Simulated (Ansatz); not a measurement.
# C9H22O3Si (SMILES CCCCCC[Si](OC)(OC)OC) (charge −1, doublet): what the fields show

```yaml
atoms:
  - { symbol: C, position_ang: [3.7527, -0.6273, 0.6865] }
  - { symbol: C, position_ang: [2.7375, 0.4543, 0.3167] }
  - { symbol: C, position_ang: [2.6628, 0.7150, -1.1922] }
  - { symbol: C, position_ang: [1.6833, 1.8296, -1.5994] }
  - { symbol: C, position_ang: [0.2732, 1.6856, -1.0017] }
  - { symbol: C, position_ang: [-0.4594, 0.3758, -1.3073] }
  - { symbol: Si, position_ang: [-1.8875, 0.0316, 0.0597] }
  - { symbol: O, position_ang: [-3.1396, 0.1939, 1.3474] }
  - { symbol: C, position_ang: [-4.4387, 0.5363, 1.0096] }
  - { symbol: O, position_ang: [-2.4510, -1.5458, -0.4580] }
  - { symbol: C, position_ang: [-1.6559, -2.4759, -1.1132] }
  - { symbol: O, position_ang: [-0.6194, -0.2880, 1.2384] }
  - { symbol: C, position_ang: [-0.8524, -0.6503, 2.5657] }
  - { symbol: H, position_ang: [3.7861, -0.8058, 1.7818] }
  - { symbol: H, position_ang: [4.7826, -0.3634, 0.3573] }
  - { symbol: H, position_ang: [3.4940, -1.5949, 0.2050] }
  - { symbol: H, position_ang: [1.7308, 0.1588, 0.6877] }
  - { symbol: H, position_ang: [2.9929, 1.4037, 0.8420] }
  - { symbol: H, position_ang: [3.6803, 0.9574, -1.5817] }
  - { symbol: H, position_ang: [2.3629, -0.2316, -1.6959] }
  - { symbol: H, position_ang: [2.1132, 2.8128, -1.2887] }
  - { symbol: H, position_ang: [1.6240, 1.8598, -2.7122] }
  - { symbol: H, position_ang: [0.3512, 1.7980, 0.1034] }
  - { symbol: H, position_ang: [-0.3549, 2.5450, -1.3285] }
  - { symbol: H, position_ang: [-0.8985, 0.3848, -2.3303] }
  - { symbol: H, position_ang: [0.2439, -0.4880, -1.2593] }
  - { symbol: H, position_ang: [-4.4853, 1.2252, 0.1183] }
  - { symbol: H, position_ang: [-4.9486, 1.0595, 1.8595] }
  - { symbol: H, position_ang: [-5.0779, -0.3501, 0.7469] }
  - { symbol: H, position_ang: [-2.1701, -3.4700, -1.1335] }
  - { symbol: H, position_ang: [-0.6629, -2.6387, -0.6196] }
  - { symbol: H, position_ang: [-1.4328, -2.2150, -2.1832] }
  - { symbol: H, position_ang: [-1.3787, 0.1436, 3.1498] }
  - { symbol: H, position_ang: [0.1260, -0.8578, 3.0667] }
  - { symbol: H, position_ang: [-1.4841, -1.5680, 2.6622] }
```

Geometry: PBE-D4/def2-SVP; the highest occupied orbital lies above zero, a sign that basis and functional describe the outermost electron poorly.

All numbers below come from Ansatz, UKS PBE0-D4/def2-SVP.

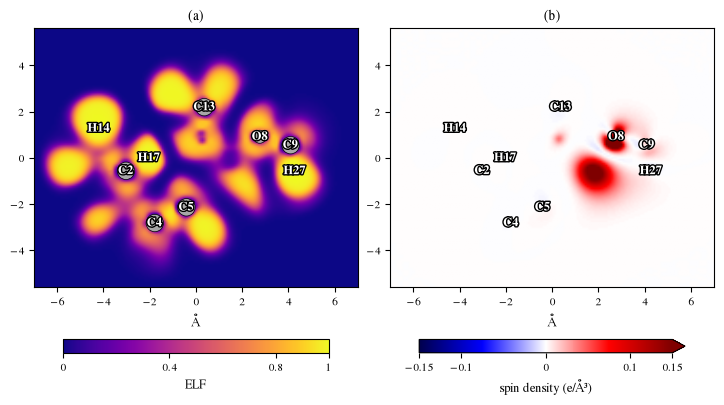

Figure 1. (a) electron localisation function; (b) spin density on the plane of atoms O8, C9 and H27. Grey discs cover the atomic cores in the ELF map.

Read the bonding off the picture.

- Atoms in the plane: C, O and H.
- C–O (1.39 Å): the ELF peaks at about 0.85 between the atoms; a polar covalent bond.
- C–C (1.54 Å): the ELF peaks at about 0.95 between the atoms; a shared electron pair.
- C–H (1.11 Å): the ELF climbs to about 1 towards the hydrogen, as it does in any bond to H: an ordinary covalent bond to hydrogen.
- The ELF also peaks beside O8, away from the bonds: non-bonding electrons, paired or unpaired.
- The unpaired spin (1 electron) lies mostly on Si7 (about 0.6), C6 (about 0.1) and O8 (about 0.1), in electrons by Hirshfeld's partition.

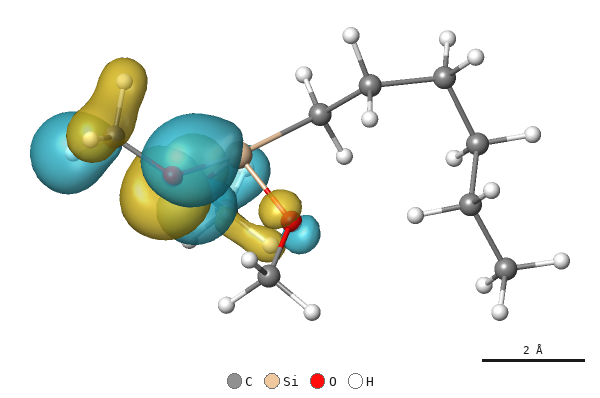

Figure 2. The HOMO−1 (α) at ±0.1 Å⁻³ᐟ² (yellow and cyan are the two phases), seen at a tilt.

Describe this orbital and give its energy.

It lies mainly on O8 (about 50 %), O10 (about 15 %), C9 (about 10 %) and H29 (about 5 %). Its energy is −2.72 eV.
